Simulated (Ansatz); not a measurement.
```
La O Se V
1.0
     7.15729    0.00000    0.00000
     0.00000    7.15729    0.00000
     0.00000    0.00000    7.15729
La O Se V
3 3 6 3
Direct
  0.59833 0.53177 0.56607
  0.70495 0.25524 0.03628
  0.32249 0.85859 0.16646
  0.51811 0.03535 0.96190
  0.31489 0.61842 0.38730
  0.51093 0.36001 0.80699
  0.03094 0.28717 0.56882
  0.09874 0.13705 0.99301
  0.51705 0.14393 0.40798
  0.86084 0.67138 0.85792
  0.91390 0.82788 0.38394
  0.31850 0.78483 0.75160
  0.01669 0.93557 0.70027
  0.10975 0.60946 0.54311
  0.36392 0.14067 0.75378
```

Not relaxed (largest force 0.6 eV/Å); spin-polarised.

These are results of Ansatz 0.2.0, DFT PBE, scalar-relativistic, plane waves, PAW, not measurements.

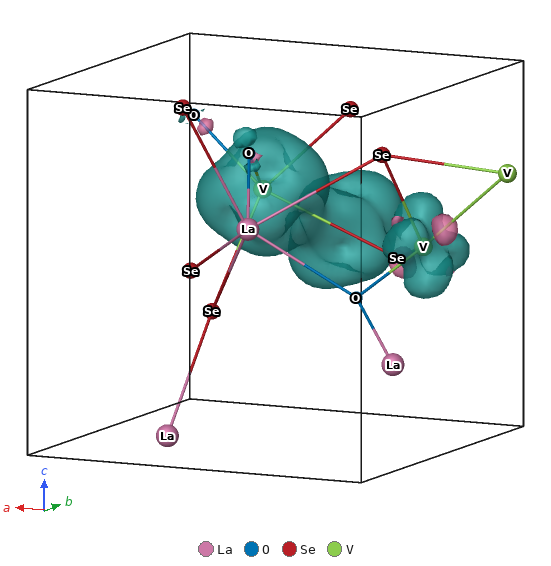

LaVSe₂O (amorphous cell). Isosurfaces of the magnetisation density (up minus down) at +0.05 (teal) and −0.05 e/Å³ (pink), seen at an oblique angle. Sticks mark near contacts.

**Where is the spin, and how is it ordered?**

The spin density sits on V: +1.4 μB and +1.3 μB in one cell of 15 atoms, with smaller moments on other sites: V (up to +0.23 μB): parallel main moments (a ferromagnetic arrangement) in this solution. The cell of the calculation (15 atoms) carries 4.0 μB of net spin moment.
